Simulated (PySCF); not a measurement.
# BH2Br (SMILES BBr): levels of theory compared

Wanted: a comparison of 6 runs (M06-2X/STO-3G, PBE/STO-3G, SVWN5/STO-3G, MP2/STO-3G, BCCD(T)/STO-3G, CCSD(T)/STO-3G) of BH2Br. The job is set up through a Python script.

Program for the calculation: PySCF 2.14.0.

3 further runs of the same task are left out: 3 set aside as unsound or not needed.

## 1. The structure to begin with

BH2Br has 4 atoms, charge 0, and is taken as a singlet. SMILES: `BBr`. One bond was lengthened or shortened from a relaxed shape.

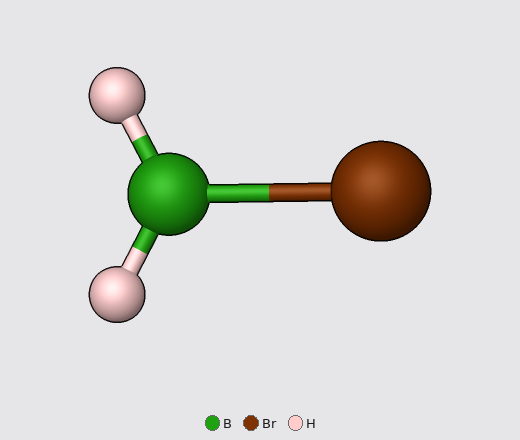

The structure, seen from a chosen angle (boron green, bromine brown, hydrogen pink).

## 2. A single-point energy at M06-2X/STO-3G (run 1)

Input file calc.py:

```python
from pyscf import gto, dft

mol = gto.M(
    atom='''
B     -0.904589     0.194031    -0.518603
Br     2.778086    -0.686726     1.494395
H     -2.713624    -1.019740     0.026772
H     -0.896274     1.838849    -2.047392
''',
    charge=0,
    unit='bohr',
    basis='sto-3g',
    verbose=3,
    max_memory=1860,
)

mf = dft.RKS(mol, xc='m06-2x')
mf.conv_tol = 1e-10
mf.grids.level = 5
mf.kernel()
if not mf.converged:
    mf = mf.newton().run(mf.mo_coeff, mf.mo_occ)

etot = mf.e_tot
print('E(%s) = %.9f' % ('M06-2X', etot))
```

Started as:

```bash
$ OMP_NUM_THREADS=1 python calc.py
```

The log of the run:

```text
converged SCF energy = -2571.7291635497
E(M06-2X) = -2571.729163550
```

Wall time 3.6 s (1 thread of Arm Neoverse V2, shared host); peak memory 0.23 GiB.

## 3. A single-point energy at PBE/STO-3G (run 2)

Input file input.py:

```python
from pyscf import gto, dft

molecule = gto.M(
    atom='B -0.478688 0.102677 -0.274433; Br 1.470100 -0.363400 0.790800; H -1.435988 -0.539623 0.014167; H -0.474288 0.973077 -1.083433',
    verbose=4,
    charge=0,
    max_memory=1860,
    spin=0,
    basis='sto-3g',
)

ks = dft.RKS(molecule)
ks.xc = 'pbe'
ks.grids.level = 5
ks.conv_tol = 1e-10
ks.kernel()
if not ks.converged:
    ks = ks.newton().run(ks.mo_coeff, ks.mo_occ)

etot = ks.e_tot
print(f'total energy: {etot:.8f} hartree')
```

Started as:

```bash
$ OMP_NUM_THREADS=1 python input.py
```

The log of the run:

```text
PySCF version 2.14.0

[INPUT] num. atoms = 4
[INPUT] num. electrons = 42
[INPUT] charge = 0
[INPUT] spin (= nelec alpha-beta = 2S) = 0
[INPUT] symmetry False subgroup None
[INPUT] Mole.unit = angstrom
[INPUT] Symbol           X                Y                Z      unit          X                Y                Z       unit  Magmom
[INPUT]  1 B     -0.478688000000   0.102677000000  -0.274433000000 AA   -0.904589219116   0.194031409292  -0.518603209543 Bohr   0.0
[INPUT]  2 Br     1.470100000000  -0.363400000000   0.790800000000 AA    2.778086375723  -0.686726473667   1.494395419306 Bohr   0.0
[INPUT]  3 H     -1.435988000000  -0.539623000000   0.014167000000 AA   -2.713624038162  -1.019739680516   0.026771750007 Bohr   0.0
[INPUT]  4 H     -0.474288000000   0.973077000000  -1.083433000000 AA   -0.896274424168   1.838849028113  -2.047391644316 Bohr   0.0

nuclear repulsion = 57.8062293559148
number of shells = 13
number of NR pGTOs = 75
number of NR cGTOs = 25
basis = sto-3g
ecp = {}

******** <class 'pyscf.dft.rks.RKS'> ********
method = RKS
initial guess = minao
damping factor = 0
level_shift factor = 0
DIIS = <class 'pyscf.scf.diis.CDIIS'>
diis_start_cycle = 1
diis_space = 8
diis_damp = 0
SCF conv_tol = 1e-10
SCF conv_tol_grad = None
SCF max_cycles = 50
direct_scf = True
direct_scf_tol = 1e-13
XC library pyscf.dft.libxc version 7.0.0
    S. Lehtola, C. Steigemann, M. J.T. Oliveira, and M. A.L. Marques.,  SoftwareX 7, 1–5 (2018)
XC functionals = pbe
    J. P. Perdew, K. Burke, and M. Ernzerhof.,  Phys. Rev. Lett. 77, 3865 (1996)
    J. P. Perdew, K. Burke, and M. Ernzerhof.,  Phys. Rev. Lett. 78, 1396 (1997)
    J. P. Perdew, K. Burke, and M. Ernzerhof.,  Phys. Rev. Lett. 77, 3865 (1996)
    J. P. Perdew, K. Burke, and M. Ernzerhof.,  Phys. Rev. Lett. 78, 1396 (1997)
radial grids:
    Treutler-Ahlrichs [JCP 102, 346 (1995); DOI:10.1063/1.469408] (M4) radial grids

becke partition: Becke, JCP 88, 2547 (1988); DOI:10.1063/1.454033
pruning grids: <function nwchem_prune>
grids dens level: 5
symmetrized grids: False
atomic radii adjust function: <function treutler_atomic_radii_adjust>
small_rho_cutoff = 0
Set gradient conv threshold to 1e-05
Initial guess from minao.
tot grids = 134976
init E= -2567.59053124665
  HOMO = -0.418560962741195  LUMO = -0.15301839781555  gap/eV = 7.22578
cycle= 1 E= -2571.0876123752  delta_E= -3.5  |g|= 0.38  |ddm|= 2.03
  HOMO = -0.0193116424897876  LUMO = -0.0120082438024685  gap/eV = 0.19874
cycle= 2 E= -2569.20112063811  delta_E= 1.89  |g|= 1.63  |ddm|= 3.73
  HOMO = -0.133186682959524  LUMO = -0.0121209344301638  gap/eV = 3.29437
cycle= 3 E= -2571.21569732846  delta_E= -2.01  |g|= 0.0595  |ddm|= 3.18
  HOMO = -0.141706159750987  LUMO = -0.0272007757265498  gap/eV = 3.11585
cycle= 4 E= -2571.21682978219  delta_E= -0.00113  |g|= 0.034  |ddm|= 0.0851
  HOMO = -0.137682071937503  LUMO = -0.0290432208744065  gap/eV = 2.95621
cycle= 5 E= -2571.21749133764  delta_E= -0.000662  |g|= 0.0152  |ddm|= 0.0551
  HOMO = -0.137113056772997  LUMO = -0.0313231151991051  gap/eV = 2.87869
cycle= 6 E= -2571.21760978272  delta_E= -0.000118  |g|= 0.00432  |ddm|= 0.023
  HOMO = -0.136591513904102  LUMO = -0.0317880948262284  gap/eV = 2.85185
cycle= 7 E= -2571.21762109971  delta_E= -1.13e-05  |g|= 0.000323  |ddm|= 0.00933
  HOMO = -0.136553406998608  LUMO = -0.0318081842058772  gap/eV = 2.85026
cycle= 8 E= -2571.21762115921  delta_E= -5.95e-08  |g|= 1.81e-05  |ddm|= 0.000738
  HOMO = -0.136555422760059  LUMO = -0.0318080721509085  gap/eV = 2.85032
cycle= 9 E= -2571.21762115941  delta_E= -1.99e-10  |g|= 2.46e-06  |ddm|= 3.5e-05
  HOMO = -0.136555712335249  LUMO = -0.0318077478827661  gap/eV = 2.85034
cycle= 10 E= -2571.21762115941  delta_E= 1.82e-12  |g|= 5.46e-08  |ddm|= 5.77e-06
  HOMO = -0.136555691948458  LUMO = -0.0318077717295728  gap/eV = 2.85034
Extra cycle  E= -2571.21762115941  delta_E= -9.09e-13  |g|= 1.48e-07  |ddm|= 4.41e-07
converged SCF energy = -2571.21762115941
total energy: -2571.21762116 hartree
```

Run time: 2.7 s. Hardware: 1 thread of Arm Neoverse V2, shared host; peak memory 0.22 GiB.

Runs 3 to 5 aren't shown in full; the table further down has their settings and results.

## 4. A single-point energy at CCSD(T)/STO-3G (run 6)

Input file geometry.xyz:

```xyz
4
BBrH2
B     -0.478688     0.102677    -0.274433
Br     1.470100    -0.363400     0.790800
H     -1.435988    -0.539623     0.014167
H     -0.474288     0.973077    -1.083433
```

Input file calc.py:

```python
from pyscf import gto, scf, cc

mol = gto.Mole()
mol.atom = 'geometry.xyz'
mol.charge = 0
mol.verbose = 3
mol.basis = 'sto-3g'
mol.max_memory = 1860
mol.build()

calc0 = scf.RHF(mol)
calc0.conv_tol = 1e-10
calc0.kernel()
if not calc0.converged:
    calc0 = calc0.newton().run(calc0.mo_coeff, calc0.mo_occ)

mycc = cc.CCSD(calc0, frozen=10)
mycc.kernel()
e_t = mycc.ccsd_t()
etot = mycc.e_tot + e_t
print('E = %.10f Eh' % etot)
```

Started as:

```bash
$ OMP_NUM_THREADS=1 python calc.py
```

The log of the run:

```text
converged SCF energy = -2570.16233741139
E(CCSD) = -2570.229020459472  E_corr = -0.06668304808360044
CCSD(T) correction = -0.00172283284363367
E = -2570.2307432923 Eh
```

It took 0.61 s on 1 thread of Arm Neoverse V2, shared host; peak memory 0.1 GiB.

## 5. The series

```csv
run,level,integration grid,frozen core orbitals,energy (Eh),dipole moment (D) of the reference,HOMO energy (eV),LUMO energy (eV),wall time
1,M06-2X/STO-3G,5,–,-2571.729164,1.81,-6.16,1.38,3.6 s
2,PBE/STO-3G,5,–,-2571.217621,1.10,-3.72,-0.87,2.7 s
3,SVWN5/STO-3G,5,–,-2567.627906,1.13,-3.72,-0.98,1.6 s
4,MP2/STO-3G,–,10,-2570.210004,2.37,-7.98,5.24,0.63 s
5,BCCD(T)/STO-3G,–,10,-2570.230613,–,–,–,0.95 s
6,CCSD(T)/STO-3G,–,10,-2570.230743,2.37,-7.98,5.24,0.61 s
```

## 6. Outcome

| quantity | value |
| --- | --- |
| run 6: total energy | -2570.23074 Eh |
| run 6: dipole moment (Hartree–Fock density) | 2.37 D |
| run 6: HOMO energy (Hartree–Fock orbitals) | -7.98 eV |
| run 6: LUMO energy (Hartree–Fock orbitals) | 5.24 eV |
| run 6: HOMO–LUMO gap (Hartree–Fock orbitals) | 13.22 eV |
| run 6: correlation energy (10 core orbitals frozen) | -68.4 mEh |
| run 6: (T) correction | -1.72 mEh |
| run 6: T1 diagnostic | 0.015 |

**Reading.** Over runs 1, 2, 3 the dipole moment (its size) runs from 1.10 D (PBE/STO-3G) to 1.81 D (M06-2X/STO-3G). Over runs 1, 2, 3 the HOMO–LUMO gap runs from 2.74 eV (SVWN5/STO-3G) to 7.55 eV (M06-2X/STO-3G). Totals of different functionals can't be ranked against each other. In runs 1, 2, 3, 4, 5, 6 the basis is minimal, so the values are rough. All runs together took 10 s, the longest 3.6 s.
